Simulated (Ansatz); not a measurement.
Potential energy surface of CH3, doublet: map of symmetric stretch and umbrella angle. Scanned: C-H bond length and angle between the C-H bonds and the threefold axis (90 = planar).

Cartesian coordinates as functions of the variables (Å; names that start with a are angles):
```
C  0  0  0
H  r*sin(a)*cos(0*2*pi/3+0)  r*sin(a)*sin(0*2*pi/3+0)  0+r*cos(a)
H  r*sin(a)*cos(1*2*pi/3+0)  r*sin(a)*sin(1*2*pi/3+0)  0+r*cos(a)
H  r*sin(a)*cos(2*2*pi/3+0)  r*sin(a)*sin(2*2*pi/3+0)  0+r*cos(a)
```

Level of theory: unrestricted PBE/cc-pVDZ (Ansatz, a first-principles code).

Energy in eV above the lowest grid point; x is the C-H bond length (Å), y the angle between the C-H bonds and the threefold axis (90 = planar) (°).

```csv
y \ x,0.95,1,1.06,1.11,1.15,1.21,1.24,1.29,1.35
130,4.281,3.200,2.480,2.242,2.232,2.443,2.627,3.022,3.600
126.49,3.651,2.597,1.909,1.697,1.707,1.947,2.146,2.562,3.164
122.07,3.012,1.986,1.332,1.149,1.181,1.452,1.665,2.105,2.733
117.55,2.510,1.508,0.885,0.726,0.778,1.077,1.303,1.763,2.414
113.43,2.166,1.183,0.585,0.446,0.514,0.835,1.072,1.549,2.219
110.14,1.957,0.989,0.408,0.285,0.364,0.702,0.946,1.436,2.120
106.56,1.786,0.833,0.270,0.162,0.252,0.606,0.859,1.362,2.061
101.53,1.628,0.693,0.151,0.060,0.164,0.539,0.802,1.322,2.041
98.79,1.574,0.646,0.114,0.030,0.140,0.525,0.793,1.320,2.049
93.39,1.517,0.598,0.077,0.004,0.122,0.519,0.792,1.330,2.072
90,1.507,0.591,0.072,0.000,0.120,0.519,0.794,1.334,2.078
```

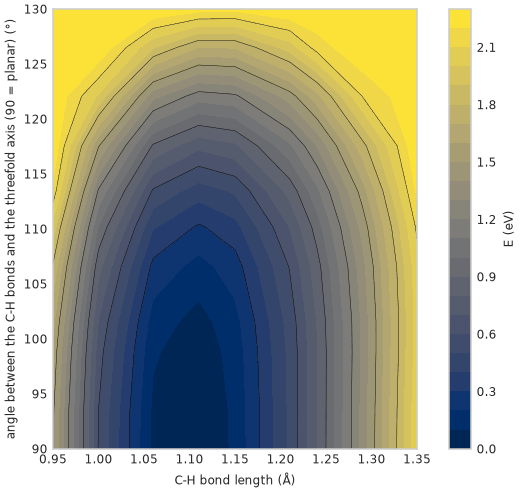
Figure: Energy surface, cut off at 2 eV.

Points that lie below all their neighbours on the grid: x = 1.11, y = 90 on the edge of the grid (0.000 eV).
